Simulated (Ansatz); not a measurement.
# C2Cl2GeN2: basis-set convergence

How large a basis does C2Cl2GeN2 need? Two functionals are run in growing sets.

Method: one geometry, several basis sets; program: Ansatz 0.2.0, Gaussian basis.

The runs, in order: PBE0-D4/def2-SVP; ωB97M-V/def2-SVP; PBE0-D4/def2-QZVPP; ωB97M-V/def2-QZVPP; the functionals' def2-TZVPP values are taken from earlier runs.

### 1 The geometry

All runs share one geometry, relaxed beforehand with PBE0-D4 in a triple-zeta def2 set.

SMILES `N#[C][Ge]([Cl])([Cl])[C]#N`, 7 atoms, charge 0, spin multiplicity 1.

Atoms are counted from 1 here; the program's logs count them from 0.

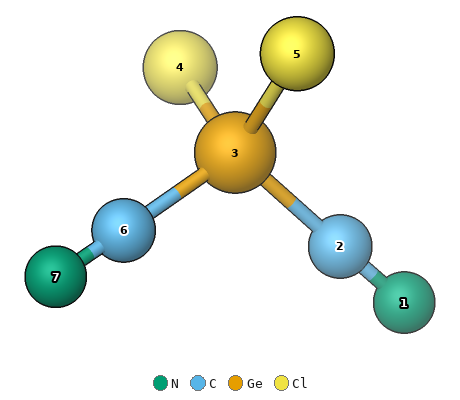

The structure; nitrogen teal, carbon blue, germanium amber, chlorine yellow; atoms are numbered from 1 in the order of the file.

### 2 PBE0-D4 in def2-SVP

in.yaml

```yaml
crystal:
  periodic: [false, false, false]
  atoms:
    - {symbol: N, position_ang: [1.736941, -1.666348, 1.449510]}
    - {symbol: C, position_ang: [0.986109, -1.114131, 0.775084]}
    - {symbol: Ge, position_ang: [-0.260746, -0.217384, -0.350428]}
    - {symbol: Cl, position_ang: [-2.181958, -1.019068, -0.030807]}
    - {symbol: Cl, position_ang: [0.338738, -0.434871, -2.357720]}
    - {symbol: C, position_ang: [-0.271785, 1.632177, 0.101877]}
    - {symbol: N, position_ang: [-0.286198, 2.751623, 0.366783]}
basis:
  gaussian: {orbitals: def2-SVP}
hamiltonian: {xc: pbe0, dispersion: d4}
output: {orbitals: {seedname: orbitals}}
```

Started as:

```
$ ansatz run in.yaml --threads 4 --pin off --events-out ev --progress --plain --max-ram 11315MiB
```

Standard output:

```text
Functional definition: PBE0
  name "PBE0"
  cite "Adamo & Barone, J. Chem. Phys. 110, 6158 (1999) doi:10.1063/1.478522"
  cite "Perdew, Burke & Ernzerhof, Phys. Rev. Lett. 77, 3865 (1996) doi:10.1103/PhysRevLett.77.3865"
  parent pbe
  parameter a = 0.25
  parameter kappa = 0.804
  parameter beta = 0.06672455060314922
  exchange = (1 - a)*pbe_x(kappa = kappa, mu = beta*pi^2/3) + a*exact_x
  correlation = pbe_c(beta = beta)
1208 factors; integrals over basis functions are off by at most 6.9e-4 eV
mean field evaluation 1: about -86571.1868 eV, gradient 5.5e1 eV
mean field evaluation 2: about -86549.1110 eV, gradient 1.1e2 eV
mean field evaluation 4: about -86577.9677 eV, gradient 5.5e0 eV
mean field evaluation 8: about -86578.2047 eV, gradient 3.2e-1 eV
mean field evaluation 16: about -86578.2050 eV, gradient 4.8e-5 eV
mean field -86578.20497513 eV, -3181.6903480211 hartree, gradient 5.6e-5 eV, S^2 0.000000; 0 other end points of the search recorded, 0 dependent functions left out
reference -86578.20499593 eV, -3181.6903487854 hartree; 46, 46 occupied and 78, 78 virtual orbitals, 1208 factors
Total energy: -86578.44039465 eV, -3181.6989995287 hartree
```

Run time: 1.6 s. Hardware: 4 threads of Arm Neoverse V2, shared host; peak memory 0.31 GiB.

### 3 ωB97M-V in def2-SVP

in.yaml: that of step 2 with these lines changed.

```diff
@@ -12,3 +12,3 @@
   gaussian: {orbitals: def2-SVP}
-hamiltonian: {xc: pbe0, dispersion: d4}
+hamiltonian: {xc: {name: wB97M-V}}
 output: {orbitals: {seedname: orbitals}}
```

Same command.

Standard output (excerpt; [...] marks lines left out):

```text
Functional definition: wB97M-V
  name "wB97M-V"
  cite "Mardirossian & Head-Gordon, J. Chem. Phys. 144, 214110 (2016) doi:10.1063/1.4952647"
  cite "Becke, J. Chem. Phys. 107, 8554 (1997) doi:10.1063/1.475007"
  cite "Vydrov & Van Voorhis, J. Chem. Phys. 133, 244103 (2010) doi:10.1063/1.3521275"
  # Of w^i u^j: cxij and so on, Table III.
[...]
  gx(w, u) = 1 - cx + cx01*u + cx10*w
  gss(w, u) = css00 + css04*u^4 + css10*w + css20*w^2 + css43*w^4*u^3
  gos(w, u) = cos00 + cos10*w + (cos20 + cos21*u)*w^2 + (cos60 + cos61*u)*w^6
[...]
      + integral(e_c_pw_mod_opposite_spin*gos(b97_w_opposite, b97_u_opposite)) + vv10(b, c)
1208 factors; integrals over basis functions are off by at most 6.9e-4 eV
261 factors; integrals over basis functions are off by at most 7.1e-6 eV
[...]
mean field -86594.28716647 eV, -3182.2813576516 hartree, gradient 4.4e-5 eV, S^2 0.000000; 0 other end points of the search recorded, 0 dependent functions left out
reference -86594.28719805 eV, -3182.2813588122 hartree; 46, 46 occupied and 78, 78 virtual orbitals, 1208 factors
Total energy: -86594.28719805 eV, -3182.2813588122 hartree
```

Wall time 5.5 s (4 threads of Arm Neoverse V2, shared host); peak memory 0.43 GiB.

### 4 PBE0-D4 in def2-QZVPP

in.yaml: that of step 3 with these lines changed.

```diff
@@ -11,4 +11,4 @@
 basis:
-  gaussian: {orbitals: def2-SVP}
-hamiltonian: {xc: {name: wB97M-V}}
+  gaussian: {orbitals: "def2-QZVPP.json"}
+hamiltonian: {xc: pbe0, dispersion: d4}
 output: {orbitals: {seedname: orbitals}}
```

Launched as before.

Standard output:

```text
Functional definition: PBE0
  name "PBE0"
  cite "Adamo & Barone, J. Chem. Phys. 110, 6158 (1999) doi:10.1063/1.478522"
  cite "Perdew, Burke & Ernzerhof, Phys. Rev. Lett. 77, 3865 (1996) doi:10.1103/PhysRevLett.77.3865"
  parent pbe
  parameter a = 0.25
  parameter kappa = 0.804
  parameter beta = 0.06672455060314922
  exchange = (1 - a)*pbe_x(kappa = kappa, mu = beta*pi^2/3) + a*exact_x
  correlation = pbe_c(beta = beta)
1956 factors; their error is unknown
mean field evaluation 1: about -86593.3557 eV, gradient 6.6e1 eV
mean field evaluation 2: about -86569.1511 eV, gradient 1.2e2 eV
mean field evaluation 4: about -86601.6820 eV, gradient 8.2e0 eV
mean field evaluation 8: about -86601.7932 eV, gradient 2.3e-1 eV
mean field evaluation 16: about -86601.9679 eV, gradient 1.0e-4 eV
mean field -86601.96790066 eV, -3182.5636194271 hartree, gradient 3.8e-5 eV, S^2 0.000000; 0 other end points of the search recorded, 0 dependent functions left out
reference -86601.96793853 eV, -3182.5636208186 hartree; 46, 46 occupied and 411, 411 virtual orbitals, 1956 factors
Total energy: -86602.20333724 eV, -3182.5722715619 hartree
```

Wall time 14 s (4 threads of Arm Neoverse V2, shared host); peak memory 2.3 GiB.

### 5 ωB97M-V in def2-QZVPP

in.yaml: that of step 4 with these lines changed.

```diff
@@ -12,3 +12,3 @@
   gaussian: {orbitals: "def2-QZVPP.json"}
-hamiltonian: {xc: pbe0, dispersion: d4}
+hamiltonian: {xc: {name: wB97M-V}}
 output: {orbitals: {seedname: orbitals}}
```

Launched as before.

Standard output (excerpt; [...] marks lines left out):

```text
Functional definition: wB97M-V
  name "wB97M-V"
  cite "Mardirossian & Head-Gordon, J. Chem. Phys. 144, 214110 (2016) doi:10.1063/1.4952647"
  cite "Becke, J. Chem. Phys. 107, 8554 (1997) doi:10.1063/1.475007"
  cite "Vydrov & Van Voorhis, J. Chem. Phys. 133, 244103 (2010) doi:10.1063/1.3521275"
  # Of w^i u^j: cxij and so on, Table III.
[...]
  gx(w, u) = 1 - cx + cx01*u + cx10*w
  gss(w, u) = css00 + css04*u^4 + css10*w + css20*w^2 + css43*w^4*u^3
  gos(w, u) = cos00 + cos10*w + (cos20 + cos21*u)*w^2 + (cos60 + cos61*u)*w^6
[...]
      + integral(e_c_pw_mod_opposite_spin*gos(b97_w_opposite, b97_u_opposite)) + vv10(b, c)
1912 factors; their error is unknown
312 factors; integrals over basis functions are off by at most 4.2e-5 eV
[...]
mean field -86617.97145951 eV, -3183.1517393671 hartree, gradient 1.3e-5 eV, S^2 0.000000; 0 other end points of the search recorded, 0 dependent functions left out
reference -86617.97151596 eV, -3183.1517414418 hartree; 46, 46 occupied and 411, 411 virtual orbitals, 1912 factors
Total energy: -86617.97151596 eV, -3183.1517414418 hartree
```

Run time: 24 s. Hardware: 4 threads of Arm Neoverse V2, shared host; peak memory 2.6 GiB.

### 6 Functionals by basis

The def2-TZVPP values come from earlier runs at the same geometry.

| functional | basis | functions | energy (eV) | from the largest (eV) | HOMO (eV) | LUMO (eV) |
| --- | --- | --- | --- | --- | --- | --- |
| PBE0-D4 | def2-SVP | 124 | -86578.4404 | 23.763 | -10.24 | -2.19 |
| PBE0-D4 | def2-TZVPP | 256 | -86600.0239 | 2.179 | -10.37 | -2.36 |
| PBE0-D4 | def2-QZVPP | 457 | -86602.2033 | 0.000 | -10.39 | -2.40 |
| ωB97M-V | def2-SVP | 124 | -86594.2872 | 23.684 | -12.45 | 0.00 |
| ωB97M-V | def2-TZVPP | 256 | -86615.8909 | 2.081 | -12.63 | -0.25 |
| ωB97M-V | def2-QZVPP | 457 | -86617.9715 | 0.000 | -12.66 | -0.34 |

### 7 Summary of results

| quantity | value |
| --- | --- |
| PBE0-D4: double and triple zeta above quadruple | 23.76, 2.18 eV |
| ωB97M-V: double and triple zeta above quadruple | 23.68, 2.08 eV |

**Reading.** PBE0-D4 gains 21.58 eV from double to triple zeta, then 2.18 eV more. These are total energies; as a rule much of such shifts cancels in differences, which this series doesn't test.

For PBE0-D4 the largest set took about 8 times as long as the smallest (14 s against 1.6 s).
